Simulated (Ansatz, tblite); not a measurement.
**SiCl3(NHEt) (C₂H₆Cl₃NSi): one state, many levels**

How do method and basis change the picture of SiCl3(NHEt) (C₂H₆Cl₃NSi) (singlet)?

Program: Ansatz 0.2.0, Gaussian basis. Level of theory: as each input shows. These are calculated values, not measurements.

Levels to be run: GFN1-xTB, GFN2-xTB, PBE-D4/def2-TZVP, r2SCAN-D4/def2-TZVP, ωB97X-V/def2-TZVP, HF/def2-TZVP, LC-ωPBE/def2-TZVP, PBE-D4/def2-SVP, PBE0-D4/def2-SVP, HF/STO-3G, CCSD(T)/def2-SVP, MP2/def2-TZVP.

2 further runs of the same task are left out: 2 set aside as unsound or not needed. Runs told in other sessions of the task aren't counted.

**1. The geometry**

The geometry is that of the singlet, from an earlier relaxation (r2SCAN-D4/def2-SVP).

13 atoms, charge 0, spin multiplicity 1.

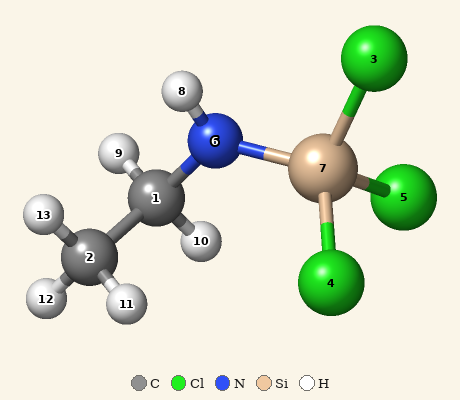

The structure; carbon grey, chlorine green, nitrogen blue, silicon light orange, hydrogen white; atoms are numbered from 1 in the order of the file.

PBE0-D4/def2-TZVP was run before; its log isn't repeated, and its numbers join the tables.

**2. GFN1-xTB**

Tight binding, by tblite at 300 K electronic temperature and without a spin-polarisation term:

```python
tblite.interface.Calculator('GFN1-xTB', numbers, positions, charge=0, uhf=0).singlepoint()
```

Energy -694.2277 eV, HOMO -11.05 eV, LUMO -4.12 eV; 0.009 s.

**3. GFN2-xTB**

Tight binding, by tblite at 300 K electronic temperature and without a spin-polarisation term:

```python
tblite.interface.Calculator('GFN2-xTB', numbers, positions, charge=0, uhf=0).singlepoint()
```

Energy -701.7908 eV, HOMO -11.15 eV, LUMO -5.06 eV; 0.009 s.

**4. PBE-D4/def2-TZVP**

start.molden holds the orbitals of an earlier run on this state, given as this run's starting guess.

in.yaml reads:

```yaml
crystal:
  periodic: [false, false, false]
  atoms:
    - {symbol: C, position_ang: [-0.737401, -0.381430, -0.634292]}
    - {symbol: C, position_ang: [0.250349, -1.460389, -1.061191]}
    - {symbol: Cl, position_ang: [0.227790, 1.753322, 3.157552]}
    - {symbol: Cl, position_ang: [2.381544, 1.408524, 0.637762]}
    - {symbol: Cl, position_ang: [-0.365702, 3.133931, 0.131077]}
    - {symbol: N, position_ang: [-0.516415, 0.113842, 0.722458]}
    - {symbol: Si, position_ang: [0.375412, 1.496513, 1.128046]}
    - {symbol: H, position_ang: [-0.673729, -0.569112, 1.459926]}
    - {symbol: H, position_ang: [-1.773615, -0.756416, -0.713038]}
    - {symbol: H, position_ang: [-0.680172, 0.481456, -1.319886]}
    - {symbol: H, position_ang: [1.282996, -1.079805, -1.028478]}
    - {symbol: H, position_ang: [0.037754, -1.804351, -2.086054]}
    - {symbol: H, position_ang: [0.191190, -2.336064, -0.393862]}
basis:
  gaussian: {orbitals: def2-TZVP, initial_orbitals: start.molden}
hamiltonian: {xc: pbe, dispersion: d4}
scf: {omitted_lower_state_checks: [starts]}
output: {forces: true, orbitals: {seedname: orbitals}}
```

The run is started by

```bash
$ ansatz run in.yaml --threads 4 --pin off --events-out ev --progress --plain --max-ram 4787MiB
```

After this run come: r2SCAN-D4/def2-TZVP; ωB97X-V/def2-TZVP; HF/def2-TZVP; LC-ωPBE/def2-TZVP; PBE-D4/def2-SVP; PBE0-D4/def2-SVP; HF/STO-3G; CCSD(T)/def2-SVP; MP2/def2-TZVP.

Before running them: what should the planned runs give, taken together? Wanted: gap in def2-TZVP, named functionals and Hartree-Fock, smallest and largest; correlation energy, CCSD(T)/def2-SVP; correlation energy, MP2/def2-TZVP; binding an atom, CCSD(T)/def2-SVP; PBE0 total energy, smallest basis above largest.

As calculated:

| quantity | value |
| --- | --- |
| gap in def2-TZVP, named functionals and Hartree-Fock, smallest and largest | 5.26 eV (PBE-D4), 14.39 eV (HF) |
| correlation energy, CCSD(T)/def2-SVP | -28.30 eV |
| correlation energy, MP2/def2-TZVP | -32.98 eV |
| binding an atom, CCSD(T)/def2-SVP | 3.597 eV |
| PBE0 total energy, smallest basis above largest | 19.87 eV (def2-SVP, def2-TZVP) |

In words: Orbital gaps of the named functionals and Hartree-Fock in def2-TZVP span 5.26 eV (PBE-D4) to 14.39 eV (HF); exact exchange widens it. A small miss in a minimal or small basis is a cancelling of errors, not accuracy. The functionals in def2-TZVP miss CCSD(T)/def2-SVP by +0.222 (LC-ωPBE) to +0.323 eV (PBE-D4) an atom. The yardstick is in a double-zeta basis, so levels in larger sets aren't compared like for like. The reference is CCSD(T) in one finite basis, so it carries an error of its own, often a tenth of an eV or more, and near misses can't be ranked.
